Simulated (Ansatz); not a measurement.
Pressure series in hypothetical Pm-3n GaN

Start from GaN (space group Pm-3n, No. 223; a hypothetical phase, not in the database extracts checked).

```yaml
crystal:
  lattice:
    - [5.51311, 0.00000, 0.00000]
    - [0.00000, 5.51311, 0.00000]
    - [0.00000, 0.00000, 5.51311]
  atoms:
    - { symbol: Ga, position: [0.25000, 0.00000, 0.50000] }
    - { symbol: Ga, position: [0.75000, 0.00000, 0.50000] }
    - { symbol: Ga, position: [0.50000, 0.75000, 0.00000] }
    - { symbol: Ga, position: [0.50000, 0.25000, 0.00000] }
    - { symbol: Ga, position: [0.00000, 0.50000, 0.75000] }
    - { symbol: Ga, position: [0.00000, 0.50000, 0.25000] }
    - { symbol: N, position: [0.25000, 0.50000, 0.00000] }
    - { symbol: N, position: [0.75000, 0.50000, 0.00000] }
    - { symbol: N, position: [0.00000, 0.75000, 0.50000] }
    - { symbol: N, position: [0.00000, 0.25000, 0.50000] }
    - { symbol: N, position: [0.50000, 0.00000, 0.75000] }
    - { symbol: N, position: [0.50000, 0.00000, 0.25000] }
```

Cell and atoms are relaxed at each pressure.

The values are results of Ansatz (a program for electronic structure) PBEsol, without spin-orbit coupling, not measurements.

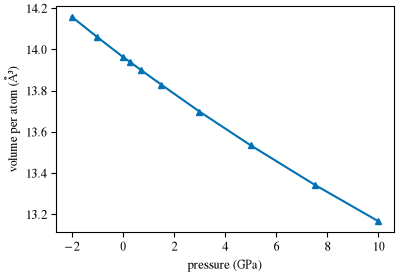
Volume per atom against pressure

```json
[
 {"pressure (GPa)": "-2", "volume per atom": "14.16 Å³"},
 {"pressure (GPa)": "-1", "volume per atom": "14.06 Å³"},
 {"pressure (GPa)": "0.3", "volume per atom": "13.94 Å³"},
 {"pressure (GPa)": "0.7", "volume per atom": "13.90 Å³"},
 {"pressure (GPa)": "1.5", "volume per atom": "13.83 Å³"},
 {"pressure (GPa)": "3", "volume per atom": "13.70 Å³"},
 {"pressure (GPa)": "5", "volume per atom": "13.53 Å³"},
 {"pressure (GPa)": "7.5", "volume per atom": "13.34 Å³"},
 {"pressure (GPa)": "10", "volume per atom": "13.17 Å³"}
]
```

Load acts through the strain it causes; cell and atoms are relaxed under it. Whether these cells are dynamically stable was not tested. No other phases were tried under pressure.
